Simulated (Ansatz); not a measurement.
# AlH (SMILES [AlH]): MP2/3-21G

Aim: the vertical ionisation energy of AlH at MP2/3-21G, from 2 runs. 

The results are computed with Ansatz 0.2.0.

## (1) The structure to begin with

The species is AlH (2 atoms), meant as a singlet with charge 0. As SMILES, `[AlH]`. Geometry: relaxed at PBE0-D4/def2-TZVP.

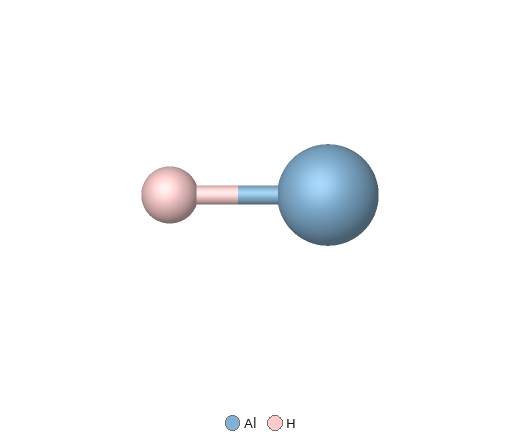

The structure, seen from a chosen angle (aluminium light blue, hydrogen pink).

## (2) A single-point energy at MP2/3-21G

in.yaml

```yaml
crystal:
  periodic: [false, false, false]
  atoms:
    - {symbol: Al, position_ang: [-0.000000, 0.000000, -0.025640]}
    - {symbol: H, position_ang: [0.000000, -0.000000, 1.639110]}
basis:
  gaussian:
    orbitals: 3-21G.json
correlation:
  method: mp2
  frozen_orbitals: {Al: 5, H: 0}
accuracy: high
```

The basis set 3-21G is read from a file made from the Basis Set Exchange's data (not shown).

Started as:

```bash
$ ansatz run in.yaml --threads 1 --pin off --max-ram 3480MiB --events-out events.jsonl --progress --plain --runs-dir runs
```

Output:

```text
Warning: RAYON_NUM_THREADS=1 ignored (pool sized by the plan → 1); use --threads N
Functional definition: HF
  name "HF"
  exchange = exact_x
  correlation = 0
280 factors; integrals over basis functions are off by at most 2.6e-9 eV
mean field evaluation 1: about -6561.0731 eV, gradient 5.2e0 eV
mean field evaluation 2: about -6561.0735 eV, gradient 5.1e0 eV
mean field evaluation 4: about -6561.2780 eV, gradient 2.6e-1 eV
mean field evaluation 8: about -6561.2783 eV, gradient 8.9e-9 eV
mean field -6561.27830308 eV, -241.1225302441 hartree, gradient 5.4e-8 eV, S^2 0.000000; 0 other end points of the search recorded, 0 dependent functions left out; unrestricted orbitals would lower it
mean field evaluation 16: about -6561.2689 eV, gradient 1.5e-1 eV
5 core orbitals not correlated: weight in the atoms' cores, before any rotation towards them, 1.000 or more for the frozen orbitals, at most 0.000 for the correlated occupied ones
reference -6561.27830308 eV, -241.1225302441 hartree; 2, 2 occupied and 8, 8 virtual orbitals, 280 factors
second order -0.79410244 eV of doubles, -0.00000000 eV of singles
Total energy: -6562.07240552 eV, -241.1517129704 hartree
```

Run time: 0.08 s. Hardware: 1 thread of Arm Neoverse V2, shared host.

## (3) The doublet cation, same level

in.yaml

```yaml
crystal:
  periodic: [false, false, false]
  atoms:
    - {symbol: Al, position_ang: [-0.000000, 0.000000, -0.025640]}
    - {symbol: H, position_ang: [0.000000, -0.000000, 1.639110]}
basis:
  gaussian: {orbitals: 3-21G.json}
total_charge: 1
magnetization: {spin_polarized: true, initial_magnetization: 1}
correlation: {method: mp2, frozen_orbitals: {Al: 5, H: 0}}
accuracy: high
```

The basis set 3-21G is read from a file made from the Basis Set Exchange's data (not shown).

Started as:

```bash
$ ansatz run in.yaml --threads 1 --pin off --max-ram 3480MiB --events-out events.jsonl --progress --plain --runs-dir runs
```

Output:

```text
Warning: RAYON_NUM_THREADS=1 ignored (pool sized by the plan → 1); use --threads N
[... 4 set-up lines as earlier in the session ...]
280 factors; integrals over basis functions are off by at most 2.6e-9 eV
mean field evaluation 1: about -6553.6276 eV, gradient 5.2e0 eV
mean field evaluation 2: about -6553.6283 eV, gradient 5.2e0 eV
mean field evaluation 4: about -6554.1335 eV, gradient 5.8e-1 eV
mean field evaluation 8: about -6554.1415 eV, gradient 5.5e-4 eV
mean field -6554.14154873 eV, -240.8602593590 hartree, gradient 1.8e-8 eV, S^2 0.785390; 0 other end points of the search recorded, 0 dependent functions left out
5 core orbitals not correlated: weight in the atoms' cores, before any rotation towards them, 1.000 or more for the frozen orbitals, at most 0.000 for the correlated occupied ones
reference -6554.14154873 eV, -240.8602593590 hartree; 2, 1 occupied and 8, 9 virtual orbitals, 280 factors
second order -0.48144230 eV of doubles, -0.00000000 eV of singles
Total energy: -6554.62299103 eV, -240.8779520374 hartree
```

Wall time 0.08 s (1 thread of Arm Neoverse V2, shared host).

## (4) Outcome

At MP2/3-21G, 5 core orbitals frozen:

| quantity | value |
| --- | --- |
| singlet AlH: total energy | -241.15171 Eh |
| singlet AlH: correlation energy (5 core orbitals frozen) | -29.2 mEh |
| doublet cation: total energy | -240.87795 Eh |
| doublet cation: correlation energy (5 core orbitals frozen) | -17.7 mEh |
| doublet cation: ⟨S²⟩ of the reference determinant | 0.785 |
| vertical ionisation energy (to the doublet cation) | 7.449 eV |

What this shows: The vertical ionisation energy comes to 7.45 eV (719 kJ/mol). The restricted solution (singlet AlH) is unstable to spin breaking: an unrestricted one lies lower.
